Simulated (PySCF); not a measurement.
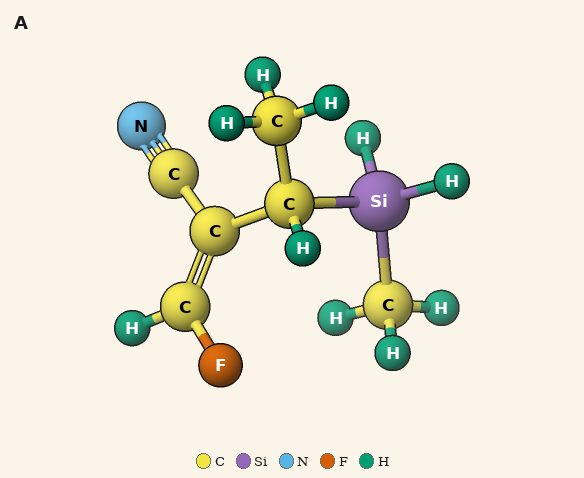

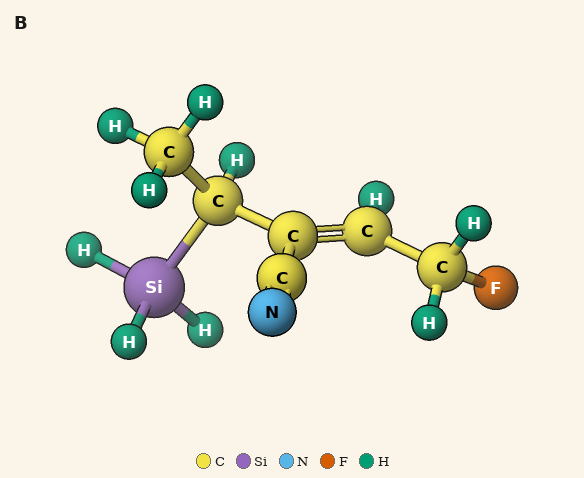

2 stationary structures of one formula. Geometries: GFN2-xTB. Electronic energies: PBE0/pcSseg-1 (PySCF 2.14.0), without zero-point energy. No frequency run is at hand to confirm each as a minimum. Each is one conformer, not always the lowest.

> Which is lowest in energy, and by how much?

A is lowest; B lies 0.520 eV above it. A is `C[SiH2][C@@H](C)/C(C#N)=C\F`, B is `C[C@H]([SiH3])/C(C#N)=C/CF`.

The geometry is semi-empirical. Around Si such bond lengths and angles can be off by a tenth of an ångström or more and by several degrees, and values that hang on the shape move with them.
